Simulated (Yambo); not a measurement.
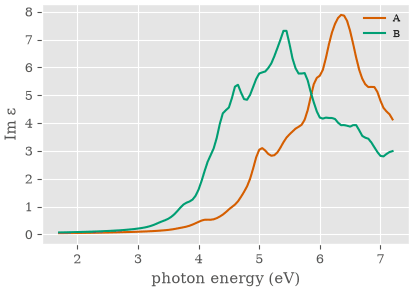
Figure: Two computed absorption spectra of Sr2RuH6 (space group Fm-3m, No. 225) (Yambo, LDA bands with the same scissor, field along x)

Problem. Which curve includes the electron-hole attraction (BSE), and where are its main peaks?

Solution. Curve B: the attraction moves weight to lower energy (centre of the plotted range 5.4 eV against 6.0 eV). Its peaks lie at 5.4 eV. Settings: 6×6×6 mesh, 8 valence and 6 conduction bands, static screening with 61 bands and a 3 Ry block, scissor 1.31 eV, Tamm-Dancoff. The scissor comes from a G0W0 run whose convergence isn't established. Broadening 0.15 eV. The band window holds all transitions up to 7.2 eV. Fine structure above the onset can come from the mesh.

Spin-orbit coupling is not included.

Geometry of the Materials Project entry, not relaxed at this level; primitive cell a = b = c = 5.374 Å, α = β = γ = 60.00°.
